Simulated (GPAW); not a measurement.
Convergence calculation of BPH4

The run: convergence calculation of BPH4, SMILES BP. Method and program: C09-vdW/dz(dzp), scalar-relativistic datasets (GPAW 26.7.0).

The geometry comes from this level: GFN2-xTB.

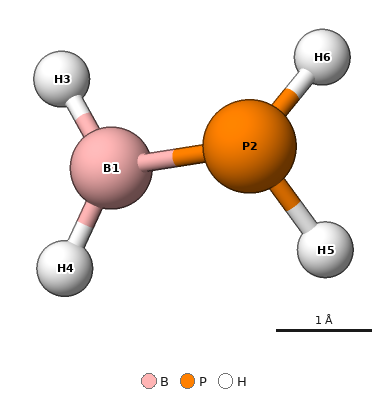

The structure as given in the input (ball-and-stick view, seen at a tilt; atoms are numbered from 1 in the order of the input). Bond lengths as drawn: B–H 1.17 Å, B–P 1.84 Å and H–P 1.38 Å.

The input (BH4P.py):
```python
import numpy as np
from ase import Atoms
from ase.units import Bohr, Debye
from gpaw import GPAW

positions_bohr = np.array(
              [[  0.005027,  -1.640207,   0.224651],
               [  0.715715,   1.755121,   0.490630],
               [ -1.469186,  -2.553379,   1.592907],
               [  1.245764,  -2.911822,  -1.088350],
               [  1.132154,   2.492643,  -1.972345],
               [ -1.629454,   2.857644,   0.752508]])
atoms = Atoms('BPHHHH', positions=positions_bohr * Bohr)
atoms.center(vacuum=4.5)

energies, dipoles, levels = [], [], []
for basis in ['sz(dzp)', 'szp(dzp)', 'dz(dzp)', 'dzp']:
    calculator = GPAW(mode='lcao',
                      basis=basis,
                      h=0.16,
                      xc={'name': 'C09-vdW', 'backend': 'libvdwxc'},
                      maxiter=150,
                      txt=None)
    atoms.calc = calculator
    energies.append(atoms.get_potential_energy())
    dipoles.append(np.linalg.norm(atoms.get_dipole_moment()) / Debye)
    levels.append(calculator.get_homo_lumo())
    print(f'basis = {basis}: E = {energies[-1]:.4f} eV, dipole = {dipoles[-1]:.3f} D, HOMO = {levels[-1][0]:.3f} eV, {calculator.get_number_of_iterations()} iterations')
```

Run on 1 thread of Arm Neoverse V2, 24 GiB of memory available, shared host.

Launched with:
```bash
python BH4P.py
```

Log:
```
basis = sz(dzp): E = -7.9796 eV, dipole = 1.526 D, HOMO = -8.382 eV, 9 iterations
basis = szp(dzp): E = -10.3987 eV, dipole = 1.214 D, HOMO = -7.811 eV, 9 iterations
basis = dz(dzp): E = -12.3541 eV, dipole = 1.237 D, HOMO = -6.417 eV, 9 iterations
basis = dzp: E = -13.3367 eV, dipole = 0.822 D, HOMO = -6.378 eV, 9 iterations
```

Key numbers:

- outcome: converged
- wall time: 2.6 min
- peak memory: 1.8 GiB
